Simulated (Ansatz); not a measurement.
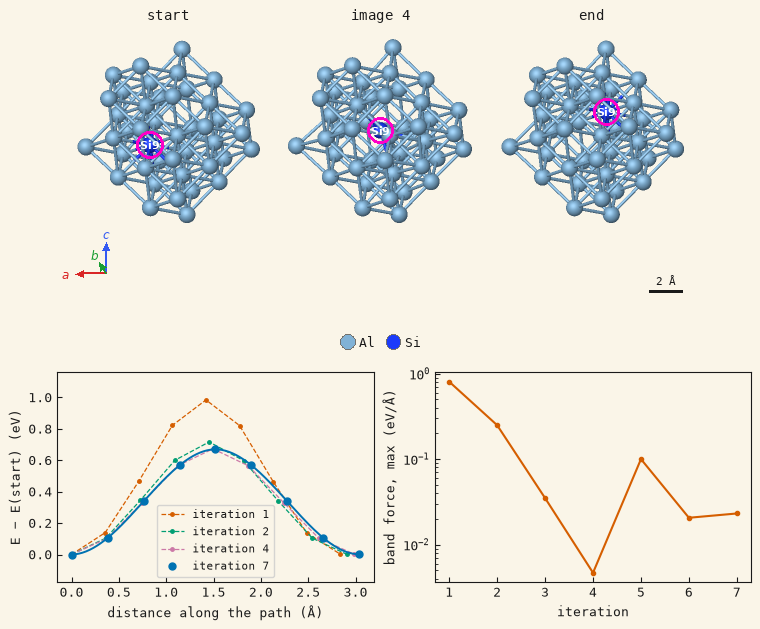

NEB run on Al with an Al vacancy (31 atoms in the cell). Images are numbered from 0 (start) to 8 (end). The plot follows the band through its iterations. A ball-and-stick model of the atoms within 5.6 Å of the middle of the path, seen from a free direction. The moving atom is ringed, with any periodic copies. Bonds to atoms that aren't drawn are left out.

Method: Ansatz, DFT PBEsol, scalar-relativistic, plane waves, PAW. Set-up: plane-wave cutoff 420 eV; k-point mesh 3 × 3 × 3; Gaussian smearing 0.1 eV; 7 movable images; climbing image; force threshold 0.03 eV/Å; iteration limit 45; starting path by straight interpolation.

### Did the band converge, and can the barrier be trusted?

The result is final at these settings. The band converged in 7 iterations. The largest component of the band force went from 0.81 to 0.023 eV/Å. The climbing image converged on the top of the path. A check of its curvatures found one unstable direction (−1.6 eV/Å²), as a transition state must have. The first iteration put the highest image at 0.98 eV. The two ends have nearly the same energy, and the highest point, image 4, lies 0.67 eV above the start.

Limits of the set-up: the periodic images lie only 8.1 Å apart, so the values are limited by the cell's size.

PAW datasets: the set soft_1.
